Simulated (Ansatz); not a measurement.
Calculation: PBE (plane waves to 420 eV, PAW; Ansatz, an electronic-structure program).

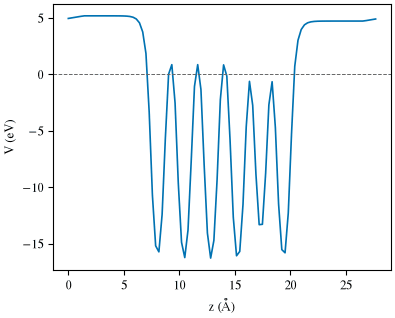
Planar average of the electrostatic potential across the slab, in eV from the Fermi level, for a constructed model of the (111) surface of fcc Au, a layer of Co in place of the second plane (bottom of the slab: a bare face, its two planes held)

Model: 6-atom slab, 11.9 Å thick at the start, 15x15x1 mesh, Fermi-Dirac 0.1 eV, dipole correction, 2 atoms held, the rest relaxed; symmetry of the start imposed; spin-polarised, ending with about 1.9 μB a cell; orders that need a larger cell were not tried, no spin-orbit, no U. It is one candidate, not shown to be the stable structure of the face.

The vacuum level lies 4.73 eV above the Fermi level over the top face and 5.19 eV above it under the bottom face.
